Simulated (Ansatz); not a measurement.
```
Ge Cl S
1.0
     3.80322    0.00000    0.00000
     0.00000    3.80322    0.00000
     0.00000    0.00000   16.53990
Ge Cl S
4 4 4
Direct
  0.00000 0.50000 0.00000
  0.50000 0.00000 0.50000
  0.50000 0.00000 0.00000
  0.00000 0.50000 0.50000
  0.00000 0.00000 0.13940
  0.50000 0.50000 0.63940
  0.00000 0.00000 0.86060
  0.50000 0.50000 0.36060
  0.00000 0.00000 0.31130
  0.50000 0.50000 0.81130
  0.00000 0.00000 0.68870
  0.50000 0.50000 0.18870
```

Space group I4/mmm; built by placing these elements on a known structure type; not relaxed (largest force 0.6 eV/Å); computed pressure about 2 GPa in this cell.

The calculation used Ansatz, DFT, PAW plane waves, PBE.

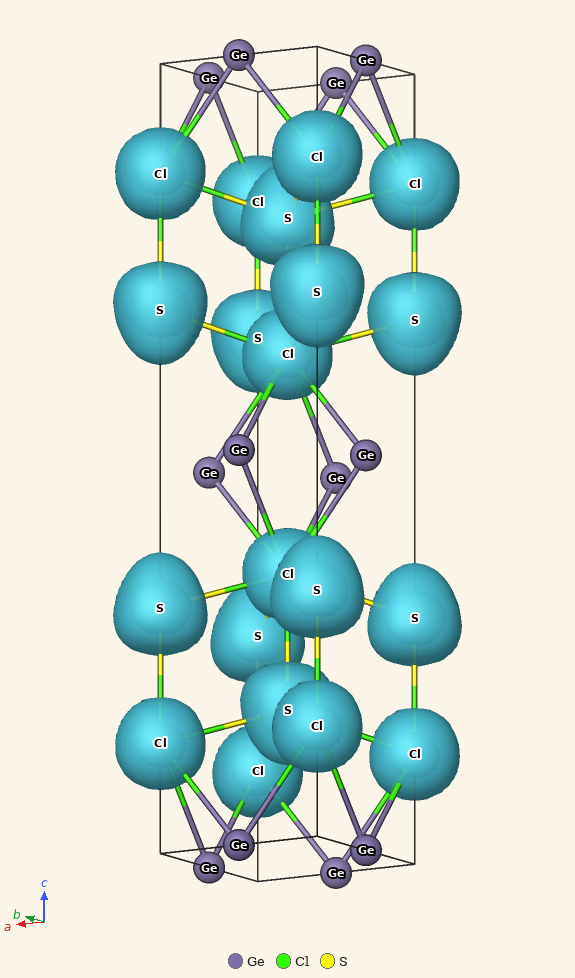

GeSCl. Isosurface of the electron localisation function at 0.8 (cyan), seen at an oblique angle. Core shells are left out. Sticks mark near contacts.

Core electrons are frozen (PAW), and the valence fields are smoothed inside the atomic spheres.

**What do the ELF domains correspond to?**

The ELF exceeds this value in four regions wrapped around Cl (the valence shell of each) and four regions wrapped around S (the valence shell of each), counted in one cell of 12 atoms. Regions shared between cells count once. Profiles from the grid: S–Cl (2.81 Å): the ELF is about 0.20 at the midpoint (no shared electron pair shows on this line). Ge–Cl (2.99 Å): the ELF is about 0.20 at the midpoint; no shared electron pair shows on this line.
